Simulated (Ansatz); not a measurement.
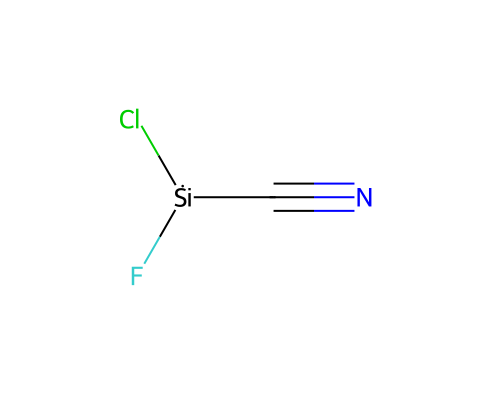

Source: calculation with Ansatz.

Skeletal drawing of a molecule. The species is neutral and a spin doublet.

Transcribe the drawing into SMILES.

Answer. N#C[Si](F)Cl

What is the molecular formula?

Answer. CClFNSi.

An optimisation with PBE-D4/def2-SVP gave a structure of which point group?

Answer. C1.
